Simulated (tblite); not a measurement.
# Geometry relaxation of C5H9FO2Si (part 1 of 2)

C5H9FO2Si, computed with GFN2-xTB geometry optimisation, gas phase (tblite 0.8.0).

It belongs to a series of runs on one base structure; here: H on Si replaced by CH2OCH3.

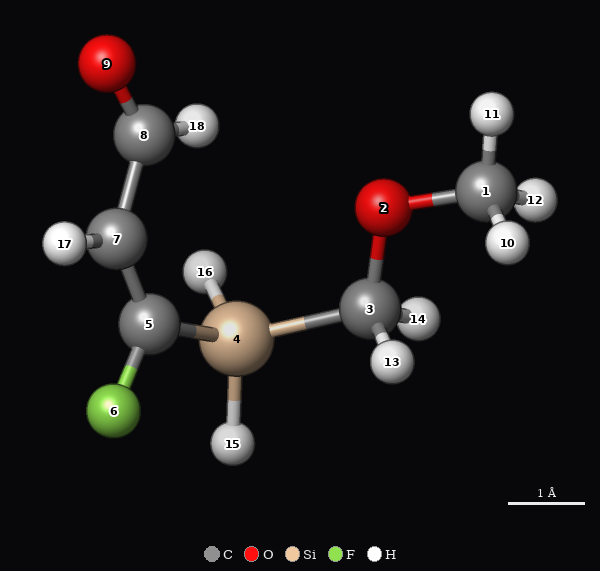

**Figure 1.** The starting structure (ball-and-stick view, seen at a tilt; atoms are numbered from 1 in the order of the input). Bond lengths as drawn: C–C 1.34 to 1.48 Å, C–F 1.35 Å, C–H 1.08 to 1.10 Å, C–O 1.22 to 1.45 Å, C–Si 1.85 to 1.89 Å and H–Si 1.47 to 1.49 Å.

Summary

- outcome: converged
- total energy: −811.3154 eV
- hardware: 1 CPU thread, shared host
- wall time: 1.1 s
- peak memory: 0.18 GiB

Input
```
{"job": {"kind": "relax", "xc": "GFN2-xTB", "basis": "xTB"}, "charge": 0, "multiplicity": 1}
C      2.302600     1.422300     0.723300
O      1.162100     0.828200     0.086900
C      1.329700    -0.603200    -0.022800
Si    -0.130700    -1.493900    -0.836200
C     -1.686500    -1.219800     0.128100
F     -2.133800    -2.290100     0.823700
C     -2.429400    -0.104000     0.202900
C     -2.160800     1.193000    -0.452100
O     -2.936600     2.125700    -0.322600
H      2.417500     1.031500     1.741900
H      2.115800     2.500600     0.783900
H      3.194900     1.246900     0.135900
H      1.468400    -1.021300     0.983600
H      2.221300    -0.803900    -0.625500
H      0.167200    -2.947300    -0.900600
H     -0.320700    -1.008500    -2.207200
H     -3.328000    -0.112200     0.819300
H     -1.261600     1.262100    -1.074000
```

The first line tells a small driver script what to run in tblite; the rest is the geometry in Å.

Run as:
```bash
OMP_NUM_THREADS=1 python <driver script> task.json out
```

Log
```
step      E/eV     max force
  0    -811.11941    1.302
  1    -811.18227    1.302
  2    -811.20214    0.482
  3    -811.21275    0.282
  4    -811.23550    0.379
  5    -811.24933    0.432
  6    -811.26091    0.228
  7    -811.26870    0.213
  8    -811.27605    0.191
  9    -811.28038    0.165
 10    -811.28352    0.131
 11    -811.28631    0.147
 12    -811.28883    0.133
 13    -811.29043    0.080
 14    -811.29137    0.077
 15    -811.29234    0.096
 16    -811.29372    0.118
 17    -811.29533    0.113
 18    -811.29673    0.086
 19    -811.29779    0.086
 20    -811.29878    0.076
 21    -811.29994    0.091
 22    -811.30108    0.080
 23    -811.30191    0.059
 24    -811.30253    0.055
 25    -811.30318    0.084
 26    -811.30388    0.096
 27    -811.30453    0.073
 28    -811.30506    0.078
 29    -811.30554    0.075
 30    -811.30609    0.066
 31    -811.30669    0.072
 32    -811.30726    0.086
 33    -811.30774    0.074
 34    -811.30816    0.047
 35    -811.30850    0.044
 36    -811.30876    0.037
 37    -811.30897    0.043
 38    -811.30919    0.034
 39    -811.30944    0.046
 40    -811.30969    0.040
 41    -811.30991    0.040
 42    -811.31011    0.039
 43    -811.31031    0.042
 44    -811.31051    0.043
 45    -811.31067    0.032
 46    -811.31081    0.027
 47    -811.31096    0.031
 48    -811.31114    0.033
 49    -811.31130    0.028
 50    -811.31141    0.024
 51    -811.31152    0.031
 52    -811.31166    0.037
 53    -811.31186    0.041
 54    -811.31208    0.035
 55    -811.31225    0.026
 56    -811.31235    0.023
 57    -811.31244    0.023
 58    -811.31253    0.023
 59    -811.31260    0.022
 60    -811.31266    0.021
 61    -811.31271    0.020
 62    -811.31280    0.022
 63    -811.31293    0.027
 64    -811.31310    0.030
 65    -811.31328    0.034
 66    -811.31347    0.034
 67    -811.31368    0.040
 68    -811.31389    0.036
 69    -811.31405    0.029
 70    -811.31417    0.030
 71    -811.31429    0.028
 72    -811.31441    0.032
 73    -811.31454    0.026
 74    -811.31463    0.023
 75    -811.31469    0.020
 76    -811.31476    0.021
 77    -811.31486    0.030
 78    -811.31499    0.030
 79    -811.31513    0.025
 80    -811.31523    0.020
 81    -811.31529    0.016
 82    -811.31533    0.016
 83    -811.31536    0.012
 84    -811.31537    0.015
 85    -811.31539    0.008
```

Trajectory as extended XYZ (Å, eV, eV/Å), 12 of the 86 frames kept, from step=0 to step=85
```
18
Properties=species:S:1:pos:R:3:forces:R:3 step=0 energy=-811.11941
C     2.3026    1.4223    0.7233   -1.0520   0.0880  -0.0990
O     1.1621    0.8282    0.0869    0.6210  -0.6290   0.2540
C     1.3297   -0.6032   -0.0228    0.0360   0.8200   0.2370
Si   -0.1307   -1.4939   -0.8362    0.6970  -0.3820  -1.0310
C    -1.6865   -1.2198    0.1281   -0.9870   0.6300   0.4110
F    -2.1338   -2.2901    0.8237    0.0570   0.0290  -0.0360
C    -2.4294   -0.1040    0.2029    0.0330   0.1980   0.0620
C    -2.1608    1.1930   -0.4521   -1.1720   0.0710   0.4940
O    -2.9366    2.1257   -0.3226    0.8930  -0.7120  -0.2140
H     2.4175    1.0315    1.7419    0.0810  -0.0450  -0.1190
H     2.1158    2.5006    0.7839   -0.0730  -0.2550  -0.0920
H     3.1949    1.2469    0.1359    0.3110  -0.1210  -0.0950
H     1.4684   -1.0213    0.9836    0.2490   0.0370  -0.0100
H     2.2213   -0.8039   -0.6255    0.1550  -0.0580   0.1530
H     0.1672   -2.9473   -0.9006   -0.0700   0.3170   0.1590
H    -0.3207   -1.0085   -2.2072   -0.0380   0.0340   0.0220
H    -3.3280   -0.1122    0.8193    0.1130   0.0240  -0.1180
H    -1.2616    1.2621   -1.0740    0.1460  -0.0450   0.0200
18
Properties=species:S:1:pos:R:3:forces:R:3 step=8 energy=-811.27605
C     2.2631    1.4094    0.7088    0.1070  -0.0740  -0.0300
O     1.1681    0.7827    0.0884    0.0470  -0.0240  -0.0190
C     1.3625   -0.6120   -0.0130    0.1070  -0.0380   0.0040
Si   -0.1089   -1.4585   -0.8994   -0.0270   0.0240   0.0700
C    -1.7083   -1.1745    0.1132    0.0590   0.0280  -0.0170
F    -2.1053   -2.2646    0.8023    0.0700  -0.1190  -0.0110
C    -2.4754   -0.0888    0.2345   -0.1030   0.0900   0.0270
C    -2.1938    1.1713   -0.4298    0.0000   0.1780  -0.0690
O    -2.8992    2.1476   -0.3504    0.1200  -0.0940  -0.0350
H     2.4207    1.0205    1.7249   -0.0940   0.0630  -0.0080
H     2.0484    2.4737    0.7464   -0.0190   0.0180   0.0050
H     3.1942    1.2346    0.1449   -0.1410   0.0730  -0.0140
H     1.5328   -1.0239    0.9952   -0.1040  -0.0900  -0.0290
H     2.2903   -0.8085   -0.5734   -0.0200  -0.0370  -0.0460
H     0.1615   -2.9054   -0.8553   -0.0670   0.1040  -0.0210
H    -0.3295   -0.9760   -2.2688    0.0640  -0.0070   0.1270
H    -3.3697   -0.1028    0.8486    0.0450  -0.0590   0.0040
H    -1.2602    1.1815   -1.0288   -0.0440  -0.0380   0.0620
18
Properties=species:S:1:pos:R:3:forces:R:3 step=15 energy=-811.29234
C     2.2542    1.4098    0.7031    0.0360   0.0060  -0.0050
O     1.1745    0.7630    0.0801    0.0190  -0.0100   0.0000
C     1.3823   -0.6288   -0.0140    0.0030  -0.0330   0.0030
Si   -0.1061   -1.4351   -0.8892   -0.0530  -0.0510  -0.0350
C    -1.7050   -1.1566    0.1166    0.0110   0.0050   0.0180
F    -2.0748   -2.2698    0.7850   -0.0100  -0.0340   0.0390
C    -2.4899   -0.0834    0.2459   -0.0190   0.0400  -0.0090
C    -2.1956    1.1721   -0.4272    0.0610   0.0740   0.0090
O    -2.8755    2.1653   -0.3697   -0.0110  -0.0620   0.0140
H     2.4004    1.0344    1.7245    0.0030   0.0170  -0.0120
H     2.0233    2.4708    0.7364   -0.0420   0.0430  -0.0160
H     3.1820    1.2519    0.1355   -0.0240   0.0300   0.0360
H     1.5243   -1.0566    0.9906    0.0190   0.0040   0.0060
H     2.3073   -0.8319   -0.5750   -0.0190  -0.0150   0.0100
H     0.1343   -2.8806   -0.8517   -0.0440  -0.0380  -0.0190
H    -0.3087   -0.9579   -2.2541    0.0310   0.0610  -0.0150
H    -3.3811   -0.1146    0.8622    0.0240  -0.0090  -0.0220
H    -1.2548    1.1544   -1.0108    0.0160  -0.0290  -0.0030
18
Properties=species:S:1:pos:R:3:forces:R:3 step=23 energy=-811.30191
C     2.2382    1.4192    0.6959   -0.0220   0.0150  -0.0170
O     1.1831    0.7358    0.0671   -0.0400  -0.0050   0.0030
C     1.3901   -0.6592   -0.0103    0.0110   0.0040   0.0050
Si   -0.1120   -1.4389   -0.8960    0.0270  -0.0030   0.0160
C    -1.6977   -1.1568    0.1282    0.0040   0.0100   0.0080
F    -2.0658   -2.2692    0.8010   -0.0030   0.0090  -0.0020
C    -2.4784   -0.0805    0.2558   -0.0380  -0.0240  -0.0380
C    -2.1754    1.1703   -0.4210    0.0380  -0.0040   0.0310
O    -2.8549    2.1637   -0.3762    0.0070  -0.0140  -0.0080
H     2.3864    1.0682    1.7245   -0.0160  -0.0280  -0.0050
H     1.9673    2.4720    0.7108   -0.0380   0.0320  -0.0050
H     3.1771    1.2959    0.1430    0.0150  -0.0350  -0.0130
H     1.5301   -1.0784    0.9971    0.0150   0.0040   0.0030
H     2.3094   -0.8707   -0.5749    0.0250  -0.0180   0.0240
H     0.0652   -2.8949   -0.8793    0.0080   0.0060  -0.0500
H    -0.2664   -0.8926   -2.2438   -0.0130  -0.0130   0.0290
H    -3.3770   -0.1138    0.8583    0.0000   0.0170   0.0430
H    -1.2282    1.1363   -0.9918    0.0200   0.0480  -0.0230
18
Properties=species:S:1:pos:R:3:forces:R:3 step=31 energy=-811.30669
C     2.2125    1.4235    0.6836   -0.0270  -0.0200  -0.0100
O     1.1761    0.7134    0.0555   -0.0540  -0.0220  -0.0130
C     1.4025   -0.6803    0.0004   -0.0150  -0.0120   0.0000
Si   -0.1077   -1.4443   -0.8890    0.0420  -0.0120  -0.0210
C    -1.6928   -1.1590    0.1358    0.0300   0.0080  -0.0030
F    -2.0626   -2.2680    0.8139   -0.0060   0.0270  -0.0030
C    -2.4704   -0.0795    0.2535    0.0240  -0.0120   0.0070
C    -2.1562    1.1715   -0.4210    0.0220   0.0080   0.0680
O    -2.8385    2.1631   -0.3756   -0.0070   0.0160  -0.0220
H     2.3608    1.0785    1.7131   -0.0170  -0.0030   0.0500
H     1.9182    2.4706    0.6881   -0.0020   0.0080  -0.0050
H     3.1567    1.3066    0.1402    0.0390   0.0080  -0.0410
H     1.5447   -1.0840    1.0133   -0.0220   0.0010   0.0110
H     2.3276   -0.8923   -0.5548   -0.0070  -0.0030  -0.0030
H     0.0389   -2.9022   -0.9354    0.0300   0.0010   0.0020
H    -0.2550   -0.8621   -2.2212   -0.0130   0.0040   0.0030
H    -3.3628   -0.0995    0.8670   -0.0010   0.0060  -0.0120
H    -1.2009    1.1503   -0.9790   -0.0150  -0.0050  -0.0090
18
Properties=species:S:1:pos:R:3:forces:R:3 step=39 energy=-811.30944
C     2.1888    1.4202    0.6732   -0.0270   0.0010  -0.0030
O     1.1623    0.6931    0.0497   -0.0340  -0.0050  -0.0300
C     1.4049   -0.6981    0.0087   -0.0210  -0.0040  -0.0050
Si   -0.0990   -1.4540   -0.8932    0.0030   0.0030  -0.0100
C    -1.6755   -1.1528    0.1417   -0.0070  -0.0150  -0.0080
F    -2.0587   -2.2590    0.8168    0.0090  -0.0110   0.0050
C    -2.4493   -0.0705    0.2626    0.0100  -0.0120  -0.0060
C    -2.1379    1.1810   -0.4101   -0.0020  -0.0060  -0.0010
O    -2.8284    2.1676   -0.3751    0.0040   0.0220   0.0040
H     2.3326    1.0867    1.7074    0.0230  -0.0010   0.0310
H     1.8831    2.4636    0.6676   -0.0100   0.0280  -0.0060
H     3.1351    1.3112    0.1303    0.0270  -0.0060   0.0000
H     1.5373   -1.0901    1.0275   -0.0070  -0.0170  -0.0080
H     2.3358   -0.9063   -0.5380   -0.0040  -0.0020   0.0170
H     0.0480   -2.9108   -0.9688    0.0050   0.0130   0.0150
H    -0.2558   -0.8410   -2.2101    0.0040  -0.0090  -0.0080
H    -3.3473   -0.0938    0.8680    0.0170   0.0050   0.0140
H    -1.1847    1.1595   -0.9700    0.0100   0.0170   0.0000
```
